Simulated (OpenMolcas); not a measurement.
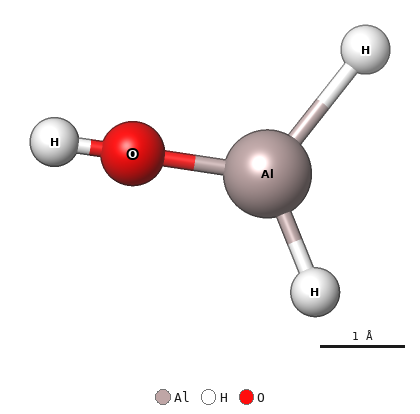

*The structure (ball-and-stick view, seen on its broad side). Sticks mark near contacts.*

Bond lengths as drawn: Al–H 1.53 to 1.91 Å, Al–O 1.64 Å and H–O 0.95 Å.

## Single-point calculation, with input and output: AlH₃O (part 1 of 2)

- system: AlH₃O (AlH2(OH)), SMILES [H][Al]([H])[OH]
- method: CISD/STO-3G, RHF (OpenMolcas 26.06)

A bond length was changed on purpose from its optimised value.

The input:
```
&GATEWAY
 BasLib=$CurrDir
 Coord
 5
 bohr
 Al     0.86922110     0.22986440    -0.11080220
 H      3.75522974     0.16582158    -0.32265940
 H     -0.90899606     3.34294441    -0.58923550
 O     -0.69399814    -2.36123358     0.52401350
 H     -1.59885570    -3.86791222     0.88143629
 Basis=STO-3G
 Group=NoSym

&SEWARD

&SCF
 Thresholds=1e-10 1e-07 1e-07 1e-05
 PrOrbitals=1 1

&MOTRA
 Frozen=6

&GUGA
 Electrons=12
 Spin=1
 Inactive=6
 Active=0
 CIAll=1

&CPF
 SDCI
```

Machine: 1 thread of Arm Neoverse V1, 24 GiB of memory available, shared host.

Run as:
```bash
export MOLCAS_MEM=1860
pymolcas job.inp > job.log
```

What the program printed:
```
--- Start Module: gateway ---

                                              &GATEWAY

                       available to each process: 1.9 GB of memory, 1 thread

 Basis Set     1 Label: AL.STO-3G
 Basis set is read from library:.
 basistype.tbl is not found

 Basis Set     2 Label: H.STO-3G
 Basis set is read from library:.
 basistype.tbl is not found

 Basis Set     3 Label: O.STO-3G
 Basis set is read from library:.
 basistype.tbl is not found

 Basis Set     4 Label: H.STO-3G
 Basis set is read from library:.
 basistype.tbl is not found

++    Symmetry information:
      ---------------------

                    Character Table for C1

                             E
                    a        1  x, y, xy, Rz, z, xz, Ry, yz, Rx, I
--

++    Basis set information:
      ----------------------

      Basis set label: AL.STO-3G.........

      Electronic valence basis set:
      ------------------
      Associated Effective Charge  13.000000 au
      Associated Actual Charge     13.000000 au
      Nuclear Model: Point charge

      Shell  nPrim  nBasis  Cartesian Spherical Contaminant
         s       9       3        X
         p       6       2        X

      Basis set label: H.STO-3G.........

      Electronic valence basis set:
      ------------------
      Associated Effective Charge   1.000000 au
      Associated Actual Charge      1.000000 au
      Nuclear Model: Point charge

      Shell  nPrim  nBasis  Cartesian Spherical Contaminant
         s       3       1        X

      Basis set label: O.STO-3G.........

      Electronic valence basis set:
      ------------------
      Associated Effective Charge   8.000000 au
      Associated Actual Charge      8.000000 au
      Nuclear Model: Point charge

      Shell  nPrim  nBasis  Cartesian Spherical Contaminant
         s       6       2        X
         p       3       1        X

      Basis set label: H.STO-3G.........

      Electronic valence basis set:
      ------------------
      Associated Effective Charge   1.000000 au
      Associated Actual Charge      1.000000 au
      Nuclear Model: Point charge

      Shell  nPrim  nBasis  Cartesian Spherical Contaminant
         s       3       1        X
--

++    Molecular structure info:
      -------------------------

                    ************************************************
                    **** Cartesian Coordinates / bohr, angstrom ****
                    ************************************************

     Center  Label                x              y              z                     x              y              z
        1      AL1              0.869221       0.229864      -0.110802              0.459972       0.121639      -0.058634
        2      H2               3.755230       0.165822      -0.322659              1.987182       0.087749      -0.170744
        3      H3              -0.908996       3.342944      -0.589236             -0.481020       1.769010      -0.311810
        4      O4              -0.693998      -2.361234       0.524014             -0.367248      -1.249511       0.277296
        5      H5              -1.598856      -3.867912       0.881436             -0.846078      -2.046811       0.466436

                    ***************************************
                    *    InterNuclear Distances / bohr    *
                    ***************************************

               1 AL1           2 H2            3 H3            4 O4            5 H5
    1 AL1      0.000000
    2 H2       2.894483        0.000000
    3 H3       3.616935        5.649794        0.000000
    4 O4       3.091995        5.186376        5.815771        0.000000
    5 H5       4.885459        6.810807        7.391565        1.793488        0.000000

                    *******************************************
                    *    InterNuclear Distances / angstrom    *
                    *******************************************

               1 AL1           2 H2            3 H3            4 O4            5 H5
    1 AL1      0.000000
    2 H2       1.531694        0.000000
    3 H3       1.914000        2.989742        0.000000
    4 O4       1.636213        2.744512        3.077574        0.000000
    5 H5       2.585274        3.604124        3.911448        0.949073        0.000000
--

            Nuclear Potential Energy             52.21947141 au

--- Stop Module: gateway /rc=_RC_ALL_IS_WELL_ ---

--- Start Module: seward ---

                                              &SEWARD

                       available to each process: 1.9 GB of memory, 1 thread

               SEWARD will generate:
                  Multipole Moment integrals up to order  2
                  Kinetic Energy integrals
                  Nuclear Attraction integrals (point charge)
                  One-Electron Hamiltonian integrals
                  Velocity integrals
                  Orbital angular momentum around (  0.2959  -0.6941   0.1165 )
                  Velocity quadrupole around (  0.2959  -0.6941   0.1165 )
                  Two-Electron Repulsion integrals

                   Integrals are discarded if absolute value <: 1.00E-14
                   Integral cutoff threshold is set to       <: 1.00E-16

            Nuclear Potential Energy             52.21947141 au

      Basis set specifications :
      Symmetry species         a
      Basis functions           17

--- Stop Module: seward /rc=_RC_ALL_IS_WELL_ ---

--- Start Module: scf ---

                                                &SCF

                       available to each process: 1.9 GB of memory, 1 thread

++    Input section:
      --------------

      Header of the integral files:

      Cartesian coordinates in angstrom:
      -----------------------------------------------------
      No.  Label        X            Y            Z
      -----------------------------------------------------
       1   AL1        0.45997200   0.12163900  -0.05863400
       2   H2         1.98718200   0.08774900  -0.17074400
       3   H3        -0.48102000   1.76901000  -0.31181000
       4   O4        -0.36724800  -1.24951100   0.27729600
       5   H5        -0.84607800  -2.04681100   0.46643600
      -----------------------------------------------------
      Nuclear repulsion energy =   52.21947141
--

++    Orbital specifications:
      -----------------------

      Symmetry species               1
                                     a
      Frozen orbitals                0
      Occupied orbitals             12
      Secondary orbitals             5
      Deleted orbitals               0
      Total number of orbitals      17
      Number of basis functions     17
--

      Molecular charge                           0.000

++    Optimization specifications:
      ----------------------------

      SCF Algorithm: Conventional
      Minimized density differences are used
      Number of density matrices in core                 5
      Maximum number of NDDO SCF iterations            400
      Maximum number of HF SCF iterations              400
      Threshold for SCF energy change             1.00E-10
      Threshold for density matrix                1.00E-07
      Threshold for Fock matrix                   1.00E-07
      Threshold for linear dependence             1.00E-09
      Threshold at which DIIS is turned on        1.50E-01
      Maximum depth in the DIIS procedure                5
      Maximum depth in the BFGS Hessian update          30
      Threshold at which QNR/C2DIIS is turned on  7.50E-02
      Threshold for Norm(delta) (QNR/C2DIIS)      1.00E-05
      All orbitals punched on: SCFORB
--

      Input vectors read from INPORB
      Orbital file label: *Guess orbitals

++ Convergence information
                                   SCF        iterations: Energy and convergence statistics

Iter     Tot. SCF        One-elec.       Two-elec.     Energy      Max Dij or  Max Fij      DNorm      TNorm      AccCon     Time
         Energy          Energy          Energy        Change      Delta Norm                                                in Sec.
   1  -314.295855051  -544.206295668   177.690969211   0.00E+00    3.78E-01*   1.56E-01*    7.07E+00   6.19E+01   None         0.
   2  -314.517848848  -544.217069896   177.479749642  -2.22E-01*   6.13E-02*   4.20E-02*    1.65E+00   6.20E+01   EDIIS        0.
   3  -314.524691617  -544.419178109   177.675015086  -6.84E-03*   1.32E-02*   1.14E-02*    2.69E-01   6.20E+01   c2DIIS       0.
   4  -314.525124091  -544.360116659   177.615521162  -4.32E-04*   2.75E-03*   2.59E-03*    3.46E-02   6.20E+01   QNRc2DIIS    0.
   5  -314.525147254  -544.363685346   177.619066686  -2.32E-05*   1.09E-03*   6.21E-04*    2.68E-03   6.20E+01   QNRc2DIIS    0.
   6  -314.525149289  -544.360987543   177.616366848  -2.04E-06*   8.11E-05*   5.96E-05*    4.97E-04   6.20E+01   QNRc2DIIS    0.
   7  -314.525149308  -544.361126372   177.616505657  -1.91E-08*   5.87E-05*   1.96E-05*    7.48E-05   6.20E+01   QNRc2DIIS    0.
   8  -314.525149312  -544.361127912   177.616507195  -3.44E-09*   3.70E-06    1.82E-06*    2.02E-05   6.20E+01   QNRc2DIIS    0.
   9  -314.525149312  -544.361128367   177.616507649  -2.03E-11    2.51E-07    1.06E-07*    8.95E-04   6.20E+01   QNRc2DIIS    0.
  10  -314.525149312  -544.361128029   177.616507312  -4.55E-13    8.47E-08    2.93E-08     4.16E-03   6.20E+01   QNRc2DIIS    0.

       Convergence after  10 Iterations
--

 *****************************************************************************************************************************
 *                                             SCF/KS-DFT Program, Final results                                             *
 *                                                       Final Results                                                       *
 *****************************************************************************************************************************

::    Total SCF energy                               -314.5251493119
      One-electron energy                            -544.3611280294
      Two-electron energy                             177.6165073116
      Nuclear repulsion energy                         52.2194714059
      Kinetic energy (interpolated)                   310.9672621380
      Virial theorem                                    1.0114413561
      Total spin, S(S+1)                                0.0000000000
      Total spin, S                                     0.0000000000
      Max non-diagonal density matrix element           0.0000001180
      Max non-diagonal Fock matrix element              0.0000000121

      All orbitals with orbital energies smaller than  E(LUMO)+0.5 are printed

++    Molecular orbitals:
      -------------------

      Title: SCF orbitals

      Molecular orbitals for symmetry species 1: a

          Orbital            1         2         3         4         5         6         7         8         9        10
          Energy          -57.8044  -20.0766   -4.7303   -2.9596   -2.9583   -2.9573   -1.1566   -0.5760   -0.4190   -0.3477
          Occ. No.          2.0000    2.0000    2.0000    2.0000    2.0000    2.0000    2.0000    2.0000    2.0000    2.0000

          Orbital           11        12        13        14        15        16
          Energy           -0.3192   -0.2590    0.3597    0.3615    0.5738    0.6952
          Occ. No.          2.0000    2.0000    0.0000    0.0000    0.0000    0.0000

--

++    Molecular charges:
      ------------------

      Mulliken charges per centre and basis function type
      ---------------------------------------------------

                AL1     H2      H3      O4      H5
      1s       4.9117  1.2725  1.3000  3.7115  0.8075
      2px      2.5226  0.0000  0.0000  1.7343  0.0000
      2pz      2.1594  0.0000  0.0000  1.8204  0.0000
      2py      2.4050  0.0000  0.0000  1.3551  0.0000
      Total   11.9987  1.2725  1.3000  8.6213  0.8075

      N-E      1.0013 -0.2725 -0.3000 -0.6213  0.1925

      Total electronic charge=   24.000000

      Total            charge=   -0.000000
--

++    Molecular properties:
      ---------------------

      Charge (e):
                      =   -0.0000
      Dipole Moment (debye):
      Origin of the operator (angstrom)=    0.1566   -0.3673    0.0617
                   X= -1.0430E-02               Y= -1.1779E+00               Z=  2.2566E-01           Total=  1.1994E+00
      Quadrupole Moment (debye*angstrom):
      Origin of the operator (angstrom)=    0.1566   -0.3673    0.0617
                  XX= -1.8565E+01              XY=  2.0022E+00              XZ=  2.2085E-02              YY= -1.8767E+01
                  YZ=  9.4165E-01              ZZ= -1.3505E+01
      In traceless form (debye*angstrom)
                  XX= -2.4297E+00              XY=  3.0033E+00              XZ=  3.3127E-02              YY= -2.7320E+00
                  YZ=  1.4125E+00              ZZ=  5.1616E+00
--

--- Stop Module: scf /rc=_RC_ALL_IS_WELL_ ---

--- Start Module: motra ---

                                               &MOTRA

                       available to each process: 1.9 GB of memory, 1 thread

      *** WARNING: Default frozen orbitals is overwritten by user input.
      *** Default values:   3

      Header of the integral files:

      Header of MO coefficients source file:
      * SCF orbitals

      Cartesian coordinates in angstrom:
      -----------------------------------------------------
      No.  Label        X            Y            Z
      -----------------------------------------------------
       1   AL1        0.45997200   0.12163900  -0.05863400
       2   H2         1.98718200   0.08774900  -0.17074400
       3   H3        -0.48102000   1.76901000  -0.31181000
       4   O4        -0.36724800  -1.24951100   0.27729600
       5   H5        -0.84607800  -2.04681100   0.46643600
      -----------------------------------------------------
      Nuclear repulsion energy =   52.21947141

      Orbital specifications:
      -----------------------
```
